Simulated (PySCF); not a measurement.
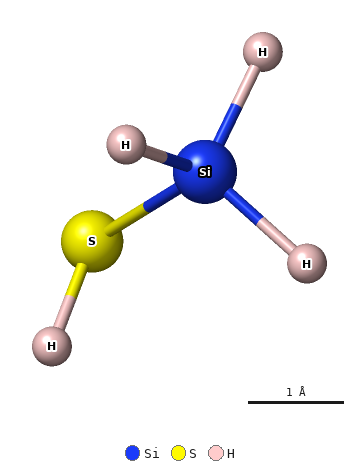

The input geometry (ball-and-stick view, seen at a tilt). Bond lengths as drawn: H–S 1.35 Å, H–Si 1.49 Å and S–Si 2.15 Å.

# Run report: SiH4S, NMR shielding calculation

SiH4S (H3Si(SH)), computed with GIAO BP86/pcSseg-2 NMR shielding, non-relativistic, gas phase (PySCF 2.14.0).

The geometry comes from this level: PBE0-D3(BJ)/def2-SVP. Figures and captions count atoms from 1; the log counts them from 0 in places.

## What the program printed
```
coarse grid: 5728 points
cycle   1  E = -690.1887272146  dE = -9.855e-02  |g| = 2.426e-01  |ddm| = 1.749e+00
cycle   2  E = -690.1774151792  dE =  1.131e-02  |g| = 3.141e-01  |ddm| = 5.595e-01
cycle   3  E = -690.2041706033  dE = -2.676e-02  |g| = 5.238e-02  |ddm| = 3.632e-01
cycle   4  E = -690.2047963536  dE = -6.258e-04  |g| = 1.200e-02  |ddm| = 6.313e-02
cycle   5  E = -690.2048413175  dE = -4.496e-05  |g| = 4.140e-03  |ddm| = 1.690e-02
cycle   6  E = -690.2048457779  dE = -4.460e-06  |g| = 9.058e-04  |ddm| = 4.157e-03
final grid: 45160 points
cycle   7  E = -690.2167195741  dE = -1.786e-05  |g| = 2.198e-03  |ddm| = 1.229e-02
cycle   8  E = -690.2167196584  dE = -8.425e-08  |g| = 1.672e-03  |ddm| = 2.785e-03
cycle   9  E = -690.2167200612  dE = -4.028e-07  |g| = 4.788e-04  |ddm| = 1.816e-03
cycle  10  E = -690.2167201295  dE = -6.831e-08  |g| = 1.211e-04  |ddm| = 6.430e-04
cycle  11  E = -690.2167201344  dE = -4.931e-09  |g| = 3.556e-05  |ddm| = 1.592e-04
cycle  12  E = -690.2167201347  dE = -3.288e-10  |g| = 6.208e-06  |ddm| = 3.736e-05
```

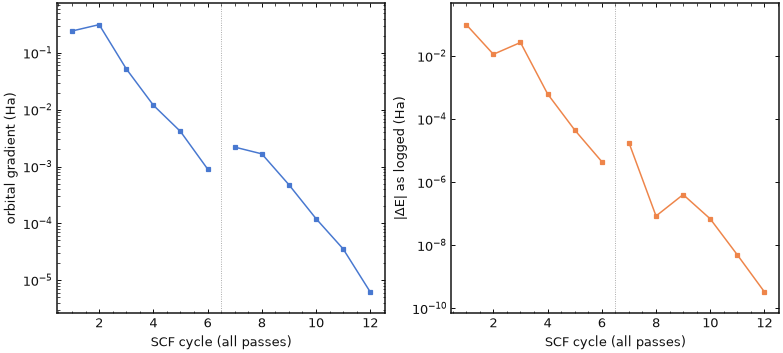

Convergence of the self-consistent field: orbital gradient and size of the energy change against the SCF cycle. The dotted line marks the change from a coarse to the final integration grid. The first 6 cycles use a coarse grid, the final grid takes over at cycle 7, and the field converges after 12 cycles in all.

```
converged SCF energy = -690.2167201347

GIAO shielding tensors (ppm)
atom      isotropic    diamagn.    paramagn.     s11        s22        s33       span
  0 Si     380.323     878.805    -498.483    327.434    376.889    436.645    109.211
  1 S      742.145    1056.851    -314.706    624.515    689.793    912.127    287.613
  2 H       26.343      28.536      -2.193     22.654     24.522     31.852      9.198
  3 H       26.555      28.402      -1.847     23.731     24.458     31.475      7.745
  4 H       26.348      28.500      -2.152     22.667     24.518     31.857      9.190
  5 H       31.289      30.139       1.149     23.524     27.968     42.375     18.851
```

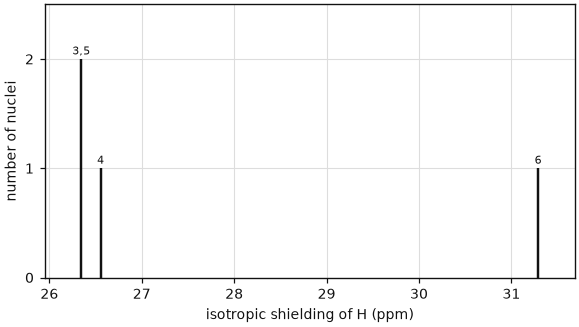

Isotropic shieldings of the hydrogen nuclei in this fixed geometry, labelled by atom number; shielding grows to the right, so chemical shift grows to the left. The least shielded is H3 (26.3 ppm), the most shielded H6 (31.3 ppm).

The run was set up as follows.

## The input
```
{"job": {"kind": "nmr", "xc": "BP86", "basis": "pcSseg-2", "pop": false}, "charge": 0, "multiplicity": 1}
Si    -0.516803    -0.010222    -0.014295
S      1.463780     0.798699    -0.210054
H     -0.747954    -0.586974     1.343872
H     -1.427519     1.148338    -0.233132
H     -0.793821    -1.068672    -1.031030
H      2.091688    -0.373198     0.032219
```

The first line tells a small driver script what to run in PySCF; the rest is the geometry in Å.

Launch command:
```bash
OMP_NUM_THREADS=1 python <driver script> task.json out
```

## Summary

```csv
quantity,value
outcome,converged
total energy,−690.216720 hartree
HOMO,−6.42 eV
LUMO,−0.93 eV
dipole moment,1.13 D
"isotropic shielding, Si",380.3 ppm
"isotropic shielding, S",742.1 ppm
"isotropic shielding, H",26.3 to 31.3 ppm
hardware,"1 CPU thread, shared host"
wall time,9.2 s
peak memory,0.5 GiB
```
